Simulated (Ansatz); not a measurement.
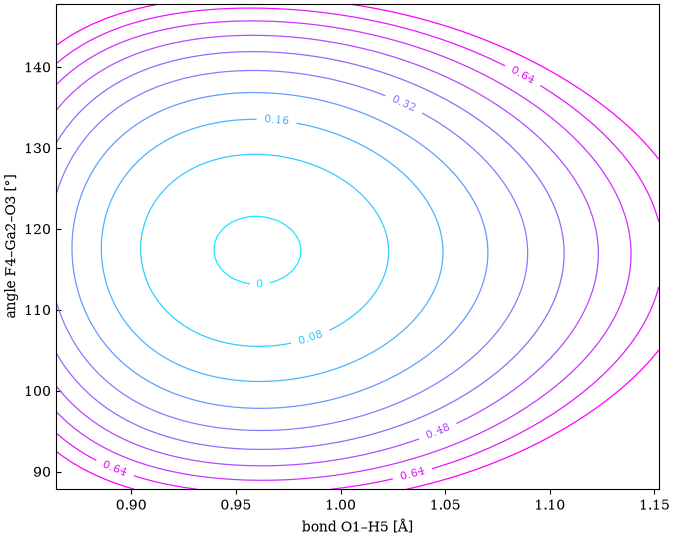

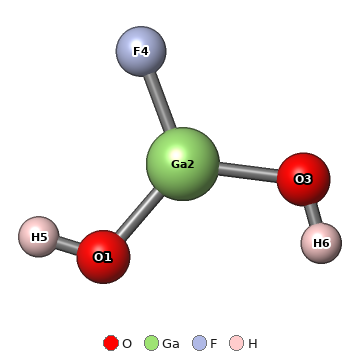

Energy landscape of FGaH₂O₂, SMILES [OH][Ga]([OH])[F]. Two internal coordinates are moved rigidly from the geometry relaxed at PBE0-D4/def2-TZVP, all others fixed. Coordinates scanned: (1) bond O1–H5; (2) angle F4–Ga2–O3. The scan uses a 5 × 5 grid. Points are written as (first, second). Energies are in eV, from the lowest grid point. Method: RHF-CCSD(T), frozen core/def2-TZVPP (Ansatz 0.2.0).

The picture shows contour lines labelled in eV (none above 0.72). Between grid points the surface is interpolated. The second picture is the structure at the lowest point.

> Where are the wells?

The lowest grid point is at (0.981 Å, 117.8°). No other kind of well shows on this grid. The highest grid point, (1.152 Å, 147.8°), lies 1.35 eV above the lowest. Round the minimum the two coordinates are nearly uncoupled.

The input of one point:

```yaml
crystal:
  periodic: [false, false, false]
  atoms:
    - {symbol: O, position_ang: [-0.297173, 1.350985, -0.574850]}
    - {symbol: Ga, position_ang: [-0.068172, -0.342443, -0.117632]}
    - {symbol: O, position_ang: [0.794439, -0.842324, 1.335316]}
    - {symbol: F, position_ang: [-0.722144, -1.589593, -1.144122]}
    - {symbol: H, position_ang: [-0.799328, 1.461357, -1.410326]}
    - {symbol: H, position_ang: [1.124248, -0.100371, 1.848495]}
basis:
  gaussian: {orbitals: def2-TZVPP}
correlation: {method: ccsd_t}
```
